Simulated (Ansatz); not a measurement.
# CH5Si (SMILES [CH2][SiH3]) at UB3LYP/STO-3G

What is the vertical ionisation energy of CH5Si at UB3LYP/STO-3G? 

The results are computed with Ansatz 0.2.0.

56 further runs of the same task are left out: 1 that didn't finish, 55 set aside as unsound or not needed.

**1. The molecule**

CH5Si: 7 atoms, total charge 0, spin state doublet. As SMILES, `[CH2][SiH3]`. The shape is that of a PBE0-D4/def2-TZVP optimisation.

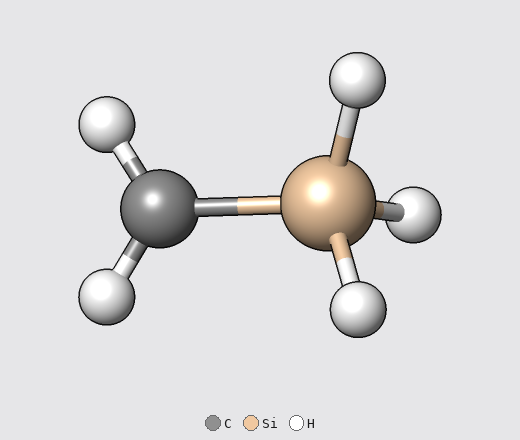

The structure, seen from a chosen angle (carbon grey, silicon light orange, hydrogen white).

**2. A single-point energy at UB3LYP/STO-3G**

The input, in.yaml:

```yaml
crystal:
  periodic: [false, false, false]
  atoms:
    - symbol: C
      position_ang: [-0.172600, -1.103000, 0.047400]
    - symbol: Si
      position_ang: [0.132300, 0.709800, -0.029000]
    - symbol: H
      position_ang: [-1.139000, -1.522200, 0.308500]
    - symbol: H
      position_ang: [0.588300, -1.834800, -0.203800]
    - symbol: H
      position_ang: [-0.191200, 1.256600, -1.379100]
    - symbol: H
      position_ang: [-0.719700, 1.420100, 0.961800]
    - symbol: H
      position_ang: [1.563100, 1.005600, 0.248500]
basis:
  gaussian: {orbitals: STO-3G}
magnetization: {spin_polarized: true, initial_magnetization: 1}
hamiltonian: {xc: {name: B3LYP}}
accuracy: high
```

The run is started by

```bash
ansatz run in.yaml --threads 1 --pin off --max-ram 2610MiB --events-out events.jsonl --progress --plain --runs-dir runs
```

Output:

```text
Warning: RAYON_NUM_THREADS=1 ignored (pool sized by the plan → 1); use --threads N
Functional definition: B3LYP
  name "B3LYP"
  parameter a0 = 0.2
  parameter ax = 0.72
  parameter ac = 0.81
  exchange = (1 - a0 - ax)*slater_x + ax*b88_x + a0*exact_x
  correlation = (1 - ac)*vwn_rpa_c + ac*lyp_c
337 factors; integrals over basis functions are off by at most 1.1e-8 eV
mean field evaluation 1: about -8889.3995 eV, gradient 1.0e1 eV
mean field evaluation 2: about -8889.8515 eV, gradient 6.6e0 eV
mean field evaluation 4: about -8890.1497 eV, gradient 2.3e-1 eV
mean field evaluation 8: about -8890.0890 eV, gradient 8.6e-4 eV
mean field evaluation 16: about -8890.0890 eV, gradient 2.8e-8 eV
mean field -8890.08896037 eV, -326.7047433749 hartree, gradient 2.8e-8 eV, S^2 0.754568; 0 other end points of the search recorded, 0 dependent functions left out
reference -8890.08898923 eV, -326.7047444355 hartree; 13, 12 occupied and 6, 7 virtual orbitals, 337 factors
Total energy: -8890.08898923 eV, -326.7047444355 hartree
```

Wall time 2.1 s (1 thread of Arm Neoverse V1, shared host); peak memory 0.14 GiB.

**3. The singlet cation, same level**

The input, molecule.yaml:

```yaml
crystal:
  periodic: [false, false, false]
  atoms:
    - {symbol: C, position_ang: [-0.172600, -1.103000, 0.047400]}
    - {symbol: Si, position_ang: [0.132300, 0.709800, -0.029000]}
    - {symbol: H, position_ang: [-1.139000, -1.522200, 0.308500]}
    - {symbol: H, position_ang: [0.588300, -1.834800, -0.203800]}
    - {symbol: H, position_ang: [-0.191200, 1.256600, -1.379100]}
    - {symbol: H, position_ang: [-0.719700, 1.420100, 0.961800]}
    - {symbol: H, position_ang: [1.563100, 1.005600, 0.248500]}
basis:
  gaussian: {orbitals: STO-3G}
total_charge: 1
hamiltonian: {xc: {name: B3LYP}}
accuracy: high
```

The run is started by

```bash
ansatz run molecule.yaml --threads 1 --pin off --max-ram 2610MiB --events-out events.jsonl --progress --plain --runs-dir runs
```

Output, cut to the lines that bear on the results:

```text
Warning: RAYON_NUM_THREADS=1 ignored (pool sized by the plan → 1); use --threads N
[... 7 set-up lines as earlier in the session ...]
337 factors; integrals over basis functions are off by at most 1.1e-8 eV
mean field evaluation 1: about -8882.3465 eV, gradient 8.0e0 eV
mean field evaluation 2: about -8882.4946 eV, gradient 4.5e0 eV
mean field evaluation 4: about -8882.5675 eV, gradient 3.0e-1 eV
mean field evaluation 8: about -8882.5024 eV, gradient 4.5e-3 eV
mean field evaluation 16: about -8882.5024 eV, gradient 2.7e-8 eV
mean field -8882.50240280 eV, -326.4259425264 hartree, gradient 2.8e-8 eV, S^2 0.000000; 0 other end points of the search recorded, 0 dependent functions left out
reference -8882.50243292 eV, -326.4259436335 hartree; 12, 12 occupied and 7, 7 virtual orbitals, 337 factors
Total energy: -8882.50243292 eV, -326.4259436335 hartree
```

It took 1.3 s on 1 thread of Arm Neoverse V1, shared host; peak memory 0.098 GiB.

**4. What came out**

Level: UB3LYP/STO-3G.

```
                                          quantity          value
                       doublet CH5Si: total energy  -326.70474 Eh
                               doublet CH5Si: ⟨S²⟩          0.755
                      singlet cation: total energy  -326.42594 Eh
vertical ionisation energy (to the singlet cation)       7.587 eV
```

In words: The vertical ionisation energy comes to 7.59 eV (175 kcal/mol). Only the singlet of the ionised species was computed; a triplet could lie lower. In a minimal basis such a difference can be off by several eV, whatever the method.
